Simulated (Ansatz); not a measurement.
The figure comes from a scan of HgSe (zinc blende): the cell is scaled evenly about its relaxed volume V₀. These are PBE (plane waves to 420 eV, PAW, scalar-relativistic; Ansatz, a first-principles code) values and carry that method's errors. k mesh 13×13×13 (Γ-centred), Fermi-Dirac smearing 0.05 eV. Stress and pressure are positive under compression. At this level the bands of HgSe touch or barely overlap. HgSe was relaxed with its symmetry unable to fall. Spin-orbit coupling is left out, though Hg is heavy. The relaxed volume of HgSe is well above the measured one; the method has no dispersion term. 

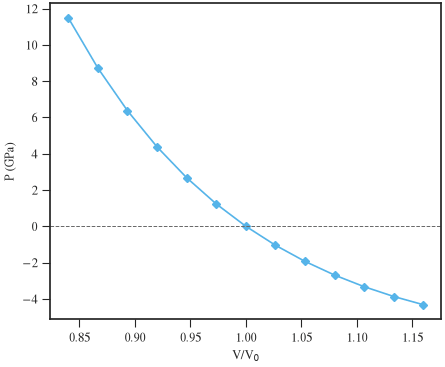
Figure: P (GPa) against V/V₀; one marker a computed point.

### Question
List the plotted points as numbers.

### Answer
To the nearest 0.2:

```tsv
V/V₀	P (GPa)
0.840	11.4
0.867	8.8
0.893	6.4
0.920	4.4
0.947	2.6
0.973	1.2
1.000	0.0
1.027	-1.0
1.053	-2.0
1.080	-2.6
1.107	-3.4
1.133	-3.8
1.160	-4.4
```

(Under strain, the slope of the energy per volume gives the stress and its curvature an elastic modulus.)
